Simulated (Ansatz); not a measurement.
# GeHN2: the cost of one run

The runs use Ansatz 0.2.0, Gaussian basis; the settings change from run to run.

36 further runs of the same task are left out: 5 for a known fault of the program, 14 that didn't finish, 17 set aside as unsound or not needed.

## (1) What is computed

The geometry is a PBE0/def2-TZVP stationary point (not a proven minimum) of the parent state, kept for this charge and spin. No spin-orbit coupling is included. The filled d shell of Ge may be among the frozen orbitals whatever the setting's name suggests; the logs give the count.

4 atoms, charge 1, spin multiplicity 3.

Atoms are counted from 1 here; the program's logs count them from 0.

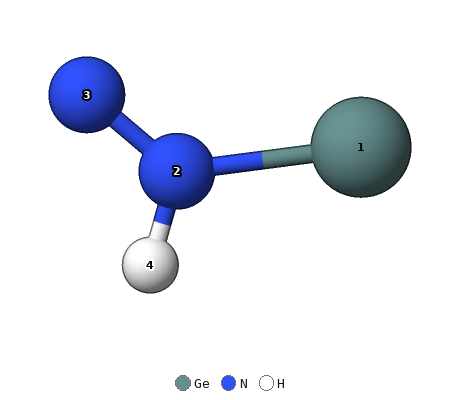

The geometry (germanium teal, nitrogen blue, hydrogen white); atoms are numbered from 1 in the order of the file.

## (2) CCSDT(Q)/STO-3G

The input, in.yaml:

```yaml
crystal:
  periodic: [false, false, false]
  atoms:
    - {symbol: Ge, position_ang: [0.000000, -0.021938, 0.687166]}
    - {symbol: N, position_ang: [0.000000, 0.374628, -1.228580]}
    - {symbol: N, position_ang: [0.000000, -0.360400, -2.231759]}
    - {symbol: H, position_ang: [0.000000, 1.383317, -1.436414]}
basis:
  gaussian: {orbitals: STO-3G}
total_charge: 1
magnetization: {spin_polarized: false, initial_magnetization: 2}
hamiltonian: {xc: {name: PBE}}
correlation: {method: ccsdt_q, electrons: valence}
scf: {lower_state_search: off}
```

On the command line:

```
> ansatz run in.yaml --threads 1 --pin off --events-out ev --progress --plain --max-ram 2393MiB
```

What time and memory should one allow on 1 thread of Arm Neoverse N1, shared host?

About 21 s, with a peak of 0.44 GiB.
